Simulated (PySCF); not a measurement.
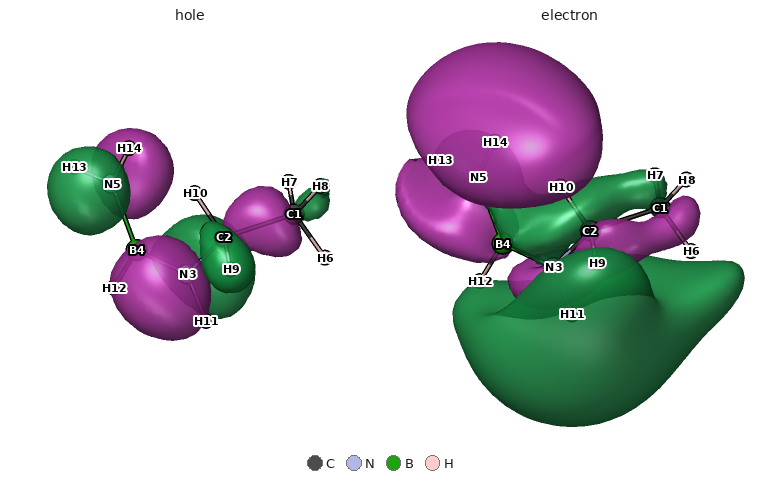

Figure. C2H9BN2, SMILES `CCNBN`. Leading natural transition orbital pair of S₂ (TDA singlet states); the surfaces enclose about 85 % of each orbital's density.

Method: M06-2X/def2-SVP; geometry: GFN2-xTB; program: PySCF. No frequency check shows the geometry to be a minimum. Without diffuse functions Rydberg states are missing, so the states' numbers hold for this basis only.

Input

```python
import numpy as np
from pyscf import gto, scf, dft, tdscf
from pyscf.scf import atom_ks, atom_hf
from scipy.linalg import block_diag

def solve(mol, dm0=None, hcore=None):
    mf = (dft.UKS if mol.spin else dft.RKS)(mol, xc='m062x')
    mf.grids.level = 3
    mf = mf.density_fit(auxbasis='def2-universal-jkfit')
    mf.conv_tol, mf.max_cycle = 1e-8, 80
    if hcore is not None:
        mf.get_hcore = lambda *args: hcore
    mf.kernel(dm0)
    if not mf.converged:
        mf = mf.newton().run(mf.mo_coeff, mf.mo_occ, max_cycle=30)
    assert mf.converged, 'SCF not converged'
    return mf

mol = gto.M(atom='''
C      1.95336     0.48353    -0.44295
C      0.99857    -0.06835     0.62000
N     -0.04332    -0.88873     0.05120
B     -1.36834    -0.53688    -0.25432
N     -1.89278     0.73271     0.02500
H      2.44357    -0.33211    -0.97057
H      1.39923     1.07607    -1.16690
H      2.71582     1.10813     0.01665
H      1.57314    -0.65547     1.34850
H      0.53524     0.76274     1.15640
H      0.29754    -1.78786    -0.24851
H     -2.06216    -1.34271    -0.75191
H     -2.84919     0.97606    -0.15297
H     -1.37039     1.48055     0.44519
''', basis='def2-svp', charge=0, spin=0, verbose=4)
mf = solve(mol)
td = mf.TDA()
td.nstates, td.singlet, td.conv_tol = 5, True, 1e-5
td.kernel()
td.analyze()
x, y = np.array([p[0] for p in td.xy]), np.array([p[1] + 0 * p[0] for p in td.xy])
f, mu = td.oscillator_strength(), td.transition_dipole()
nto = [td.get_nto(state=i + 1, verbose=4) for i in range(len(td.e))]
# spherically averaged free atoms, for the promolecule
atm = atom_ks.get_atm_nrks(mol, xc='m062x')
pro = block_diag(*[(atm[a[0]][2] * atm[a[0]][3]) @ atm[a[0]][2].T for a in mol._atom])
np.savez('result.npz', e=td.e, f=f, ok=td.converged, w=[n[0] for n in nto], nto=[n[1] for n in nto], x=x, y=y, c=mf.mo_coeff, occ=mf.mo_occ, eps=mf.mo_energy, pro=pro, mu=mu)
```

Launched as:

```sh
OMP_NUM_THREADS=1 python input.py
```

The run took 13 min on 1 thread of Arm Neoverse V2, with other jobs on the host, peak memory 0.82 GiB.

Question: Give its energy and the atoms that hole and electron lie on.

Answer: 7.42 eV (167 nm), f = 0.010, partly diffuse acceptor orbital, which a basis without diffuse functions describes poorly; the leading pair carries 92 %; hole on N3 (44 %), N5 (25 %) and B4 (9 %), electron on H11 (30 %), H14 (15 %) and N3 (12 %) (atom shares of so diffuse an orbital are rough); their centroids lie 0.6 Å apart. In canonical orbitals it is mainly HOMO → LUMO+1 (79 %). The HOMO–LUMO gap is 10.04 eV.
